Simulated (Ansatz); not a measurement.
The starting structures come from a database of crystals and need not be the phases stable at ambient conditions.

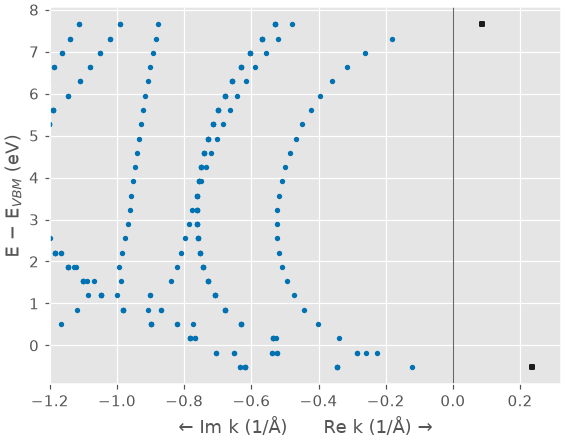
Fig. 1. Complex bands at the centre of the two-dimensional zone; r2SCAN (Ansatz, a quantum-chemistry and plane-wave program)

The gap is the functional's own. No spin-orbit coupling. Mid-gap values are interpolated on the energy grid.

Question: This is Cs2NaAlF6 (R-3m, not sure to be the ambient phase, 20 atoms a cell, 17.3 Å³ an atom, -3 GPa at this level) along the normal of (001). Read off the slowest decay at the centre of the two-dimensional zone at 3.91 eV, the computed energy nearest the middle of the gap.

Answer: κ ≈ 0.51 1/Å, a decay length 1/(2κ) of the density of 0.98 Å.
